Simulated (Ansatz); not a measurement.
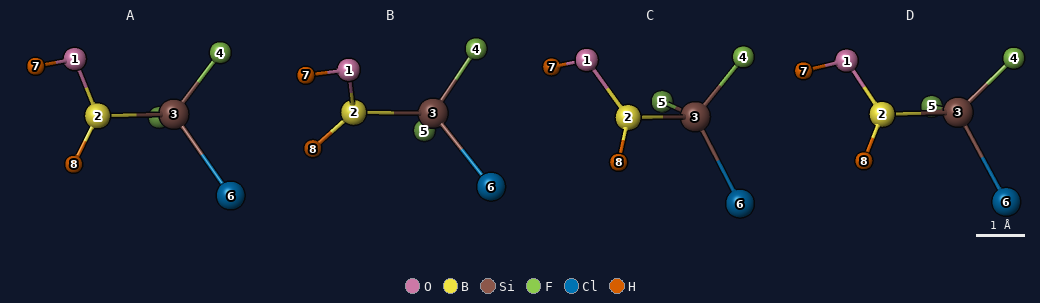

4 geometries from one relaxation of BSiH$_{2}$OClF$_{2}$, in shuffled order. Style: ball-and-stick. Shown from a free direction.

The run prepares an end point of a later path (torsion) calculation, from a guessed geometry.

Computed with RKS PBE-D4/STO-3G (Ansatz). Settings: no spin polarisation; force threshold 0.015 eV/Å; at most 40 steps.

Order the frames from highest to lowest energy.

C, D, A, B. They are steps 0, 5, 15, 33, at +43.3 kcal/mol, +2.89 kcal/mol, +0.46 kcal/mol relative to the last. The energy falls by 43.3 kcal/mol in 32 accepted moves (33 points after the start). The largest force component goes from 4.3 to 0.015 eV/Å. The line search rejected the trial step at point 13 of the run. The largest move after the best rigid fit is that of H8, 1.65 Å. Largest moves by element: H 1.65 Å, Cl 0.86 Å, F 0.81 Å, O 0.61 Å, B 0.55 Å, Si 0.16 Å. Near-neighbour distances that change, for instance: O1–B2 1.524 → 1.361 Å, Si3–Cl6 2.076 → 2.159 Å, Si3–F5 1.705 → 1.646 Å, B2–H8 1.152 → 1.184 Å. Bond angles that change, for instance: B2–Si3–F4 108.6° → 117.4°, B2–O1–H7 102.0° → 109.6°, F4–Si3–Cl6 113.8° → 106.3°. Groups turn about O1–B2 by about 90°, B2–Si3 by about 80°. Cost: 33 s on 1 thread of AMD EPYC 9R45 96-Core Processor (Zen 5), on a shared host, peak memory 0.19 GiB.

Limits of the set-up: STO-3G is a minimal basis, so the numbers are rough.
